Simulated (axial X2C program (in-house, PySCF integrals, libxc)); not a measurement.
# SnS⁺: from the state search to constants

What are the state, bond length, wavenumber and bond energy of SnS⁺, and what does spin–orbit coupling change?

Method: all-electron X2C, Sn dyall-cv3z, S dyall-av3z; program: an in-house X2C program for linear molecules on PySCF integrals.

All values are calculated.

### 1 The job

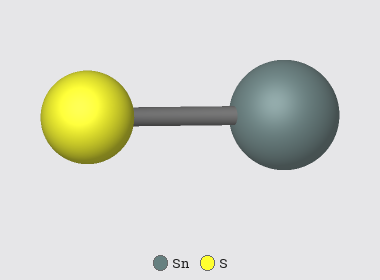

The two atoms at 2.240 Å (tin teal, sulfur yellow).

Contents of task.json:

```json
{"zs": [50, 16], "q": 1, "bas": ["dyall-cv3z", "dyall-av3z"], "levels": ["PBE0", "HF", "PBE"], "cc": true, "r0": 2.24, "thr": -1.0, "nmax": 90, "npts": 10, "nst": 2, "ntry": 6}
```

Keys: zs atomic numbers; q charge; bas basis sets; levels methods (HF also brings MP2); cc coupled cluster on or off; r0 starting distance in Å; thr threshold in hartree for freezing inner shells (an s shell follows its p shell); nmax most natural virtual spinors; npts points asked for on the curve; nst determinants followed; ntry starts of the search.

On the command line:

```sh
$ python so2c.py task.json out
```

Spin-free means the one-electron spin-free X2C Hamiltonian; two-component (2c) means X2C with spin–orbit coupling and atomic mean-field two-electron Coulomb and Gaunt terms. Basis: Sn dyall-cv3z contracted to [11s12p9d4f1g], S dyall-av3z contracted to [9s8p3d2f]; Gaussian nuclei, density fitting. Masses: Sn 119.902 u, S 31.972 u.

Notation: σ, π±, δ± give the projection m of an orbital's angular momentum (0, ±1, ±2), α and β its spin, Λ and M_S the sums; ω is the projection of a spinor's total angular momentum and Ω the sum. Logs are in hartree.

The results follow Hamiltonian by Hamiltonian and level by level.

### 2 State search with PBE0

PBE0 moves the distance from 2.240 Å to 2.379 Å and compares determinants there.

Spin-free determinants:

```
ΔE (eV)             state                                  open shells
   0.00  M_S = 1/2, Λ = 1          beyond closed shells: π+α, π+β, π-α
   0.60  M_S = 1/2, Λ = 0                     beyond closed shells: σα
   2.84  M_S = 3/2, Λ = 1           beyond closed shells: 2 × π+α, π-α
   2.90  M_S = 3/2, Λ = 0  beyond closed shells: σα, π+α, π+β, 2 × π-α
   2.90  M_S = 3/2, Λ = 2  beyond closed shells: σα, 2 × π+α, π+β, π-α
   3.24  M_S = 1/2, Λ = 2  beyond closed shells: σα, 2 × π+α, π+β, π-β
   3.30  M_S = 1/2, Λ = 2  beyond closed shells: σα, π+α, 2 × π+β, π-α
```

Two-component determinants:

```
ΔE (eV)    state                                  open shells
   0.00  Ω = 3/2                excess of +ω over −ω: ω = 3/2
   0.09  Ω = 1/2                excess of +ω over −ω: ω = 1/2
   2.73  Ω = 1/2  excess of +ω over −ω: 2 × ω = -1/2, ω = 3/2
   3.06  Ω = 5/2  excess of +ω over −ω: ω = -1/2, 2 × ω = 3/2
   3.10  Ω = 7/2   excess of +ω over −ω: ω = 1/2, 2 × ω = 3/2
   3.14  Ω = 5/2   excess of +ω over −ω: 2 × ω = 1/2, ω = 3/2
   3.17  Ω = 3/2                excess of +ω over −ω: ω = 3/2
```

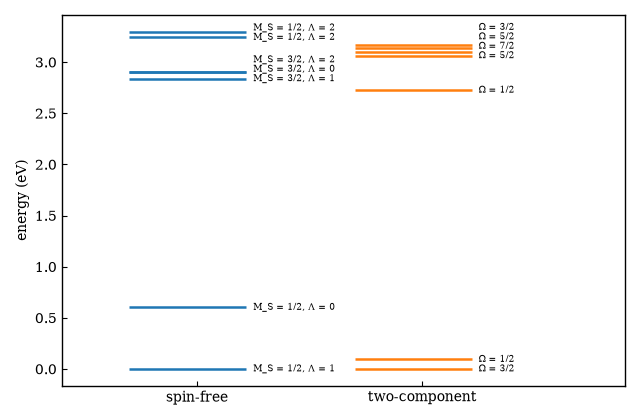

The determinants found, each set from its own lowest.

### 3 PBE0, spin-free

State followed: M_S = 1/2, Λ = 1 (beyond closed shells: π+α, π+β, π-α). The scan is laid around 2.379 Å, a first estimate of the minimum, and this SCF restarts from the orbitals of the search.

Output at 2.379 Å:

```text
spin-free X2C-1e  PBE0
basis functions 191  fitting functions 967  grid points 5081
iter        total energy     max residual
   1      -6575.137108837     1.15e-05
   2      -6575.137108839     1.33e-05
converged
one-electron -9381.44684535  Coulomb 2820.14123014  exact exchange -47.21278866  xc functional -144.56816640  nuclear repulsion 177.94946143
```

Along the bond, energies from the lowest point:

```csv
R (Å),E (eV),μ (D),HOMO (eV),LUMO (eV),iterations
2.070,0.9708,0.15,-13.82,-12.12,11
2.165,0.3956,-0.27,-13.85,-11.73,11
2.236,0.1526,-0.58,-13.80,-11.46,12
2.308,0.0302,-0.89,-13.52,-11.21,12
2.379,0.0000,-1.19,-13.25,-10.98,2
2.462,0.0522,-1.53,-12.96,-10.73,12
2.546,0.1723,-1.85,-12.70,-10.51,12
2.653,0.3944,-2.21,-12.38,-10.26,13
2.783,0.7252,-2.57,-12.03,-10.02,14
2.974,1.2437,-2.77,-11.59,-9.80,16
```

Dipoles are positive if S is the positive end and refer to the centre of mass.

Outer orbitals at the reference distance:

| symmetry | occupied | ε (eV) | atomic character |
| --- | --- | --- | --- |
| σα | yes | -25.86 | 78% S s, 8% Sn p, 6% Sn s |
| σβ | yes | -24.62 | 75% S s, 8% Sn s, 8% Sn p |
| σα | yes | -18.70 | 57% Sn s, 28% S p, 8% S s |
| σβ | yes | -18.51 | 57% Sn s, 25% S p, 10% S s |
| π+α | yes | -14.37 | 86% S p, 8% Sn p, 3% Sn d |
| π-α | yes | -14.37 | 86% S p, 8% Sn p, 3% Sn d |
| σα | yes | -13.97 | 50% S p, 30% Sn p, 14% Sn s |
| σβ | yes | -13.73 | 50% S p, 32% Sn p, 12% Sn s |
| π+β | yes | -13.25 | 79% S p, 15% Sn p, 3% Sn d |
| π-β | no | -10.98 | 69% S p, 25% Sn p, 3% Sn d |
| π+α | no | -8.77 | 77% Sn p, 9% S p, 8% S d |
| π-α | no | -8.77 | 77% Sn p, 9% S p, 8% S d |
| π+β | no | -8.64 | 71% Sn p, 15% S p, 8% S d |

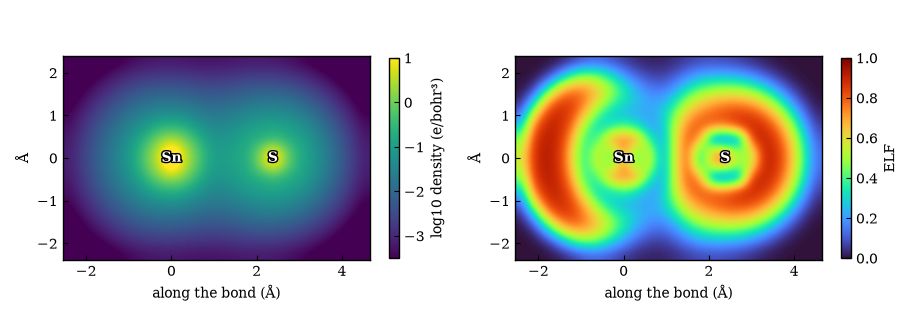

PBE0 fields in a plane through the axis, from a grid of 0.3 Å; Sn lies at z = 0 and S at z = 2.379 Å; the ELF is damped to zero where the density is low.

Re = 2.371 Å, ωe = 390 cm⁻¹, ωexe = 1.04 cm⁻¹, Be = 0.1188 cm⁻¹, De = 3.08 eV, μ = -1.16 D.

### 4 HF, spin-free

The SCF at the reference distance of 2.379 Å:

```text
spin-free X2C-1e  HF
basis functions 191  fitting functions 967  grid points 5081
iter        total energy     max residual
   1      -6572.207308426     2.02e-01
   2      -6572.234981710     6.09e-03
   3      -6572.236106889     1.70e-03
   4      -6572.236282164     9.65e-04
   5      -6572.236334409     5.20e-04
   6      -6572.236355587     2.69e-04
   7      -6572.236360194     1.40e-04
   8      -6572.236361997     1.05e-04
   9      -6572.236362551     7.39e-05
  10      -6572.236362886     3.50e-05
  11      -6572.236362962     7.02e-06
  12      -6572.236362966     1.39e-06
  13      -6572.236362966     7.79e-07
converged
one-electron -9380.19072843  Coulomb 2818.95930873  exact exchange -188.95440470  xc functional 0.00000000  nuclear repulsion 177.94946143
```

No constants are quoted: the solution changes its character somewhere along the scan, so the fit is set aside.

### 5 PBE, spin-free

The SCF at the reference distance of 2.379 Å:

```text
spin-free X2C-1e  PBE
basis functions 191  fitting functions 967  grid points 5081
iter        total energy     max residual
   1      -6575.035681234     6.67e-02
   2      -6575.038296680     6.27e-03
   3      -6575.030352979     1.50e-02
   4      -6575.039498187     1.03e-03
   5      -6575.039520903     1.28e-04
   6      -6575.039521537     9.41e-05
   7      -6575.039521889     1.16e-05
   8      -6575.039521892     7.36e-06
   9      -6575.039521894     2.12e-06
converged
one-electron -9381.40650603  Coulomb 2820.06945268  exact exchange 0.00000000  xc functional -191.65192997  nuclear repulsion 177.94946143
```

Re = 2.400 Å, ωe = 368 cm⁻¹, ωexe = 1.08 cm⁻¹, Be = 0.1159 cm⁻¹, De = 3.31 eV, μ = -0.98 D.

### 6 MP2 and beyond, spin-free

Correlated methods: 9 electrons correlated (frozen shells, counted by type: Sn 4 s, 3 p, 2 d; S 2 s, 1 p), 259 virtual spinors in MP2, 90 natural virtuals in coupled cluster.

Output of the correlated part at 2.379 Å:

```text
correlated 9  virtual 259  natural virtual 90  E(MP2) -0.201946473  MP2 remainder -0.004909381
iter   CCSD correlation   residual
   1     -0.216612259   1.23e-01
   2     -0.224140413   5.07e-02
   3     -0.225768198   2.15e-02
   4     -0.225861188   9.42e-03
   5     -0.225955051   4.42e-03
   6     -0.225964854   1.90e-03
   7     -0.225976968   6.63e-04
   8     -0.225979684   2.81e-04
   9     -0.225978158   1.23e-04
  10     -0.225978639   4.78e-05
  11     -0.225978404   1.73e-05
  12     -0.225978583   6.57e-06
  13     -0.225978610   2.88e-06
  14     -0.225978624   1.30e-06
(T) -0.011173812  T1 0.0283  D1 0.0557  max T2 0.078
```

T1 in the output is the amplitude norm over the root of the electron number; divide by √2 for the Lee–Taylor value.

MP2: No constants are quoted: the reference changes its character somewhere along the scan, so the fit is set aside.

CCSD: No constants are quoted: the reference changes its character somewhere along the scan, so the fit is set aside.

CCSD(T): No constants are quoted: the reference changes its character somewhere along the scan, so the fit is set aside.

### 7 A higher determinant, spin-free

State: M_S = 1/2, Λ = 0 (beyond closed shells: σα).

Output at the reference distance:

```text
spin-free X2C-1e  PBE0
basis functions 191  fitting functions 967  grid points 5081
iter        total energy     max residual
   1      -6575.115005580     4.14e-06
   2      -6575.115005583     3.73e-06
   3      -6575.115005584     2.81e-06
converged
one-electron -9380.39832555  Coulomb 2819.08259423  exact exchange -47.20078397  xc functional -144.54795172  nuclear repulsion 177.94946143
```

```csv
R (Å),E above the lowest PBE0 point (eV)
2.070,0.647
2.165,0.433
2.236,0.413
2.308,0.478
2.379,0.601
2.462,0.796
2.546,1.025
2.653,1.347
2.783,1.749
```

Re = 2.214 Å, ωe = 441 cm⁻¹, ωexe = 1.39 cm⁻¹, Be = 0.1362 cm⁻¹, μ = -2.04 D. Te = 0.41 eV.

### 8 The spin-free curves together

Energy (eV) of the followed determinant, spin-free, from each level's lowest point:

```csv
R (Å),PBE0,HF (jumps),MP2 (its reference jumps),CCSD (its reference jumps),CCSD(T) (its reference jumps),PBE
2.070,0.971,0.999,1.069,n/a,n/a,1.088
2.165,0.396,0.401,0.450,0.453,0.478,0.478
2.236,0.153,0.151,0.183,0.186,0.203,0.208
2.308,0.030,0.027,0.043,0.045,0.054,0.058
2.379,0.000,0.000,0.000,0.000,0.000,0.000
2.462,0.052,0.061,0.042,0.039,0.028,0.019
2.546,0.172,0.193,0.156,0.150,0.128,0.107
2.653,0.394,0.434,0.378,0.364,0.328,0.288
2.783,0.725,0.782,0.762,n/a,n/a,0.569
2.974,1.244,1.200,1.610,n/a,n/a,1.021
```

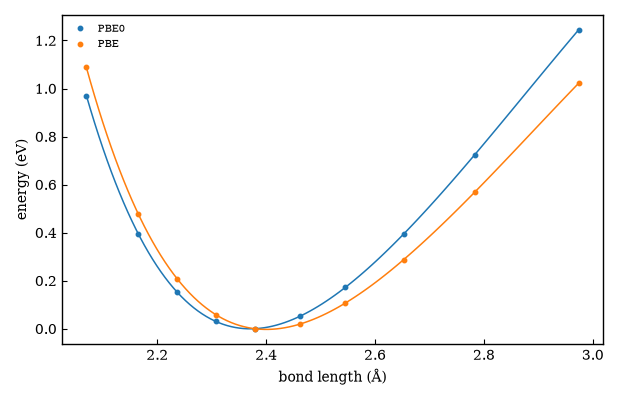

Curves of the followed state, spin-free, each from its own lowest point. Left out: HF, MP2, CCSD, CCSD(T).

### 9 PBE0, 2c

State followed: Ω = 3/2 (excess of +ω over −ω: ω = 3/2). The scan is laid around 2.379 Å, a first estimate of the minimum, and this SCF restarts from the orbitals of the search.

The SCF at the reference distance of 2.379 Å:

```text
two-component X2C + atomic mean field  PBE0
basis functions 191  fitting functions 967  grid points 5081
iter        total energy     max residual
   1      -6572.480098724     2.13e-05
   2      -6572.480098743     2.25e-05
   3      -6572.480098763     1.29e-05
   4      -6572.480098768     7.29e-06
   5      -6572.480098771     7.26e-07
   6      -6572.480098772     4.79e-07
converged
one-electron -9373.89722219  Coulomb 2818.72512841  exact exchange -47.18640093  xc functional -144.49138673  nuclear repulsion 177.94946143  atomic mean-field constant -3.57967876
```

Along the bond, energies from the lowest point:

```csv
R (Å),E (eV),μ (D),HOMO (eV),LUMO (eV),iterations
2.070,0.9672,0.20,-13.82,-12.06,12
2.165,0.3942,-0.21,-13.85,-11.68,11
2.236,0.1522,-0.52,-13.84,-11.41,12
2.308,0.0303,-0.83,-13.56,-11.16,12
2.379,0.0000,-1.12,-13.30,-10.93,6
2.462,0.0514,-1.45,-13.01,-10.67,12
2.546,0.1700,-1.75,-12.74,-10.45,12
2.653,0.3887,-2.08,-12.43,-10.19,13
2.783,0.7123,-2.38,-12.08,-9.94,14
2.974,1.2098,-2.38,-11.66,-9.69,16
```

Dipoles are positive if S is the positive end and refer to the centre of mass.

Outer spinors at the reference distance:

```
   ω  occupied  ε (eV)             atomic character    λ mixture
 1/2       yes  -25.90    78% S s, 8% Sn p, 6% Sn s       100% σ
-1/2       yes  -24.63    75% S s, 8% Sn s, 8% Sn p       100% σ
 1/2       yes  -18.67    57% Sn s, 28% S p, 8% S s       100% σ
-1/2       yes  -18.50   57% Sn s, 25% S p, 10% S s       100% σ
-1/2       yes  -14.44    86% S p, 9% Sn p, 3% Sn d       100% π
 3/2       yes  -14.37    86% S p, 8% Sn p, 4% Sn d       100% π
 1/2       yes  -13.97  49% S p, 30% Sn p, 15% Sn s       100% σ
-1/2       yes  -13.74  50% S p, 32% Sn p, 12% Sn s       100% σ
 1/2       yes  -13.30   78% S p, 16% Sn p, 3% Sn d       100% π
-3/2        no  -10.93   72% S p, 23% Sn p, 3% Sn d       100% π
-1/2        no   -8.91    77% Sn p, 10% S p, 8% S d  99% π, 1% σ
 1/2        no   -8.79    70% Sn p, 16% S p, 8% S d  99% π, 1% σ
 3/2        no   -8.58     78% Sn p, 9% S d, 9% S p       100% π
```

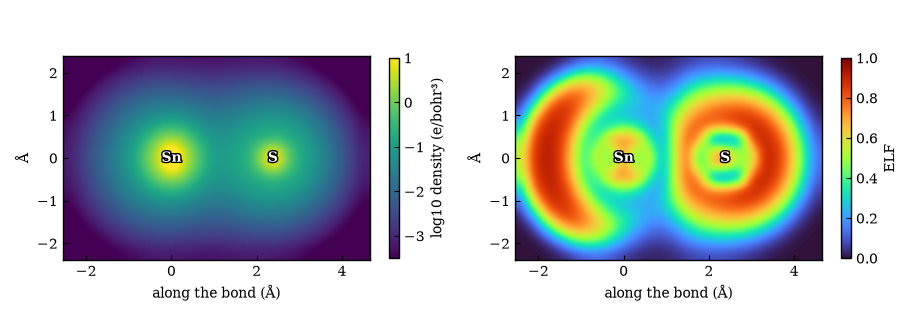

PBE0 fields in a plane through the axis, from a grid of 0.3 Å; Sn lies at z = 0 and S at z = 2.379 Å; the ELF is damped to zero where the density is low.

Re = 2.371 Å, ωe = 388 cm⁻¹, ωexe = 1.07 cm⁻¹, Be = 0.1188 cm⁻¹, De = 2.89 eV, μ = -1.09 D.

### 10 HF, 2c

The SCF at the reference distance of 2.379 Å:

```text
two-component X2C + atomic mean field  HF
basis functions 191  fitting functions 967  grid points 5081
iter        total energy     max residual
   1      -6569.547914822     2.02e-01
   2      -6569.575596572     6.07e-03
   3      -6569.576725358     1.81e-03
   4      -6569.576901459     9.73e-04
   5      -6569.576954002     5.25e-04
   6      -6569.576974906     2.94e-04
   7      -6569.576979249     1.28e-04
   8      -6569.576980890     1.00e-04
   9      -6569.576981422     7.46e-05
  10      -6569.576981805     3.95e-05
  11      -6569.576981924     9.22e-06
  12      -6569.576981936     4.49e-06
  13      -6569.576981940     3.93e-06
  14      -6569.576981945     2.68e-06
  15      -6569.576981948     1.26e-06
  16      -6569.576981949     6.31e-07
converged
one-electron -9372.63147634  Coulomb 2817.53305738  exact exchange -188.84834566  xc functional 0.00000000  nuclear repulsion 177.94946143  atomic mean-field constant -3.57967876
```

No constants are quoted: the solution changes its character somewhere along the scan, so the fit is set aside.

### 11 PBE, 2c

Output at 2.379 Å:

```text
two-component X2C + atomic mean field  PBE
basis functions 191  fitting functions 967  grid points 5081
iter        total energy     max residual
   1      -6572.379579536     6.68e-02
   2      -6572.382184436     6.37e-03
   3      -6572.373945906     1.55e-02
   4      -6572.383388044     1.04e-03
   5      -6572.383411959     1.28e-04
   6      -6572.383412590     9.63e-05
   7      -6572.383412943     1.07e-05
   8      -6572.383412946     7.99e-06
   9      -6572.383412947     2.25e-06
converged
one-electron -9373.85788115  Coulomb 2818.65458734  exact exchange 0.00000000  xc functional -191.54990180  nuclear repulsion 177.94946143  atomic mean-field constant -3.57967876
```

Re = 2.401 Å, ωe = 366 cm⁻¹, ωexe = 1.13 cm⁻¹, Be = 0.1158 cm⁻¹, De = 3.14 eV, μ = -0.91 D.

### 12 Correlated methods, 2c

Correlated methods: 9 electrons correlated (frozen shells, counted by type: Sn 4 s, 3 p, 2 d; S 2 s, 1 p), 259 virtual spinors in MP2, 90 natural virtuals in coupled cluster.

Output of the correlated part at 2.379 Å:

```text
correlated 9  virtual 259  natural virtual 90  E(MP2) -0.201863110  MP2 remainder -0.004905943
iter   CCSD correlation   residual
   1     -0.216481736   1.23e-01
   2     -0.223993653   5.04e-02
   3     -0.225599894   2.11e-02
   4     -0.225694644   9.18e-03
   5     -0.225787725   4.23e-03
   6     -0.225797200   1.80e-03
   7     -0.225808905   6.21e-04
   8     -0.225811511   2.69e-04
   9     -0.225810137   1.20e-04
  10     -0.225810644   4.72e-05
  11     -0.225810439   1.74e-05
  12     -0.225810626   6.74e-06
  13     -0.225810653   2.98e-06
  14     -0.225810668   1.37e-06
(T) -0.011173974  T1 0.0282  D1 0.0531  max T2 0.076
```

MP2: No constants are quoted: the reference changes its character somewhere along the scan, so the fit is set aside.

CCSD: No constants are quoted: the reference changes its character somewhere along the scan, so the fit is set aside.

CCSD(T): No constants are quoted: the reference changes its character somewhere along the scan, so the fit is set aside.

### 13 A higher determinant, 2c

State: Ω = 1/2 (excess of +ω over −ω: ω = 1/2).

Output at the reference distance:

```text
two-component X2C + atomic mean field  PBE0
basis functions 191  fitting functions 967  grid points 5081
iter        total energy     max residual
   1      -6572.476690006     3.48e-06
   2      -6572.476690007     4.09e-06
converged
one-electron -9373.82108083  Coulomb 2818.65164240  exact exchange -47.18636988  xc functional -144.49066436  nuclear repulsion 177.94946143  atomic mean-field constant -3.57967876
```

```csv
R (Å),E above the lowest PBE0 point (eV)
2.070,0.694
2.165,0.472
2.236,0.244
2.308,0.123
2.379,0.093
2.462,0.144
2.546,0.264
2.653,0.486
2.783,0.818
```

No constants are quoted: the solution changes its character somewhere along the scan, so the fit is set aside.

### 14 The 2c curves together

Energy (eV) of the followed determinant, 2c, from each level's lowest point:

```csv
R (Å),PBE0,HF (jumps),MP2 (its reference jumps),CCSD (its reference jumps),CCSD(T) (its reference jumps),PBE
2.070,0.967,0.994,1.065,n/a,n/a,1.085
2.165,0.394,0.398,0.448,0.451,0.477,0.478
2.236,0.152,0.149,0.182,0.185,0.203,0.209
2.308,0.030,0.026,0.043,0.044,0.054,0.059
2.379,0.000,0.000,0.000,0.000,0.000,0.000
2.462,0.051,0.061,0.041,0.039,0.028,0.018
2.546,0.170,0.193,0.155,0.149,0.127,0.104
2.653,0.389,0.433,0.374,0.362,0.324,0.281
2.783,0.712,0.777,0.800,n/a,n/a,0.555
2.974,1.210,1.105,1.741,n/a,n/a,0.992
```

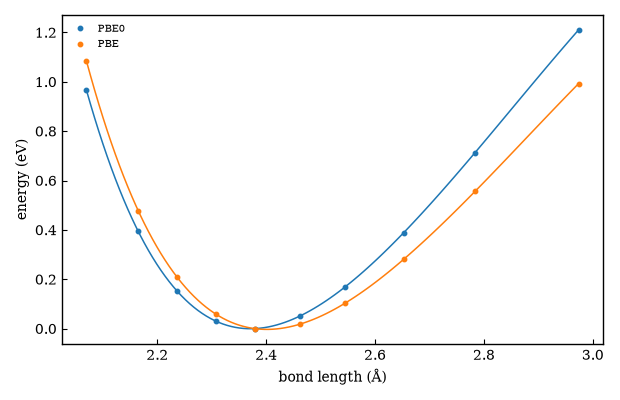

Curves of the followed state, 2c, each from its own lowest point. Left out: HF, MP2, CCSD, CCSD(T).

Time for the job: 1.7 min (1 thread of AMD EPYC 9R45 (Zen 5), shared host); peak memory 0.61 GiB.

### 15 What came out

Lowest determinant that the search found at its distance, spin-free: M_S = 1/2, Λ = 1 (beyond closed shells: π+α, π+β, π-α).

Lowest determinant that the search found at its distance, 2c: Ω = 3/2 (excess of +ω over −ω: ω = 3/2).

```json
{"Hamiltonian": "spin-free", "level": "PBE0", "Re (Å)": "2.371", "ωe (cm⁻¹)": "390", "De (eV)": "3.08", "μ (D)": "-1.16"}
{"Hamiltonian": "spin-free", "level": "PBE", "Re (Å)": "2.400", "ωe (cm⁻¹)": "368", "De (eV)": "3.31", "μ (D)": "-0.98"}
{"Hamiltonian": "2c", "level": "PBE0", "Re (Å)": "2.371", "ωe (cm⁻¹)": "388", "De (eV)": "2.89", "μ (D)": "-1.09"}
{"Hamiltonian": "2c", "level": "PBE", "Re (Å)": "2.401", "ωe (cm⁻¹)": "366", "De (eV)": "3.14", "μ (D)": "-0.91"}
```

Dipoles are positive if S is the positive end and refer to the centre of mass. No constants: spin-free HF (the solution changes its character somewhere along the scan, so the fit is set aside); spin-free MP2 (the reference changes its character somewhere along the scan, so the fit is set aside); spin-free CCSD (the reference changes its character somewhere along the scan, so the fit is set aside); spin-free CCSD(T) (the reference changes its character somewhere along the scan, so the fit is set aside); 2c HF (the solution changes its character somewhere along the scan, so the fit is set aside); 2c MP2 (the reference changes its character somewhere along the scan, so the fit is set aside); 2c CCSD (the reference changes its character somewhere along the scan, so the fit is set aside); 2c CCSD(T) (the reference changes its character somewhere along the scan, so the fit is set aside).

Time per point (s) on 1 thread of AMD EPYC 9R45 (Zen 5), shared host (2c runs); the times are rough: PBE0 0.6, PBE 0.26.

**Reading.** At PBE0, going from spin-free to two-component changes Re by 0 mÅ, ωe by -0.4 %; the spin-free picture holds up (part of it comes from the scalar share of the two-electron terms). De moves by -0.19 eV; both De rest on single-determinant atoms, which can miss part of an open shell's spin–orbit lowering.

De refers to Sn+ + S, each in the lowest determinant found, which need not be this curve's own limit. Each curve is one determinant whose occupation by symmetry is held fixed; it was picked as the lowest of a PBE0 search that is not exhaustive. De is counted from the lowest determinant-based energies of the atoms at the same level, without counterpoise correction. Density functionals use the spin component along the axis (collinear). At some level an empty orbital lies below a filled one.
